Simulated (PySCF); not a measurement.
```yaml
atoms:
  - { symbol: Hf, position_ang: [0.0000, 0.0000, -0.1451] }
  - { symbol: O, position_ang: [0.0000, 0.0000, 1.6319] }
```

Core potentials replace the inner electrons of Hf.

Level of theory: PySCF 2.14.0, PBE0/def2-TZVPPD, non-relativistic Hamiltonian with scalar-relativistic core potentials where named, at a bond length of 1.777 Å.

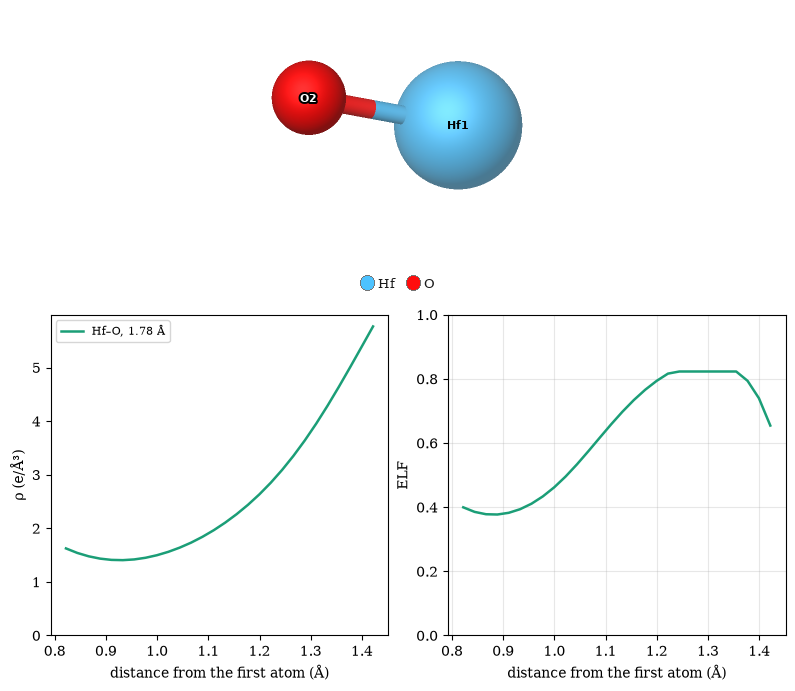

HfO (charge −1, doublet). Electron density and electron localisation function along straight lines between neighbouring atoms. The curves leave out the atomic cores. The structure is drawn too.

What can be read from the curves?

Answer. Hf–O (1.78 Å): the density is about 1.4 e/Å³ at the midpoint; the ELF peaks at about 0.80 in the valence shell of O, 0.5 Å from its nucleus, and drops to about 0.40 between the two atoms.
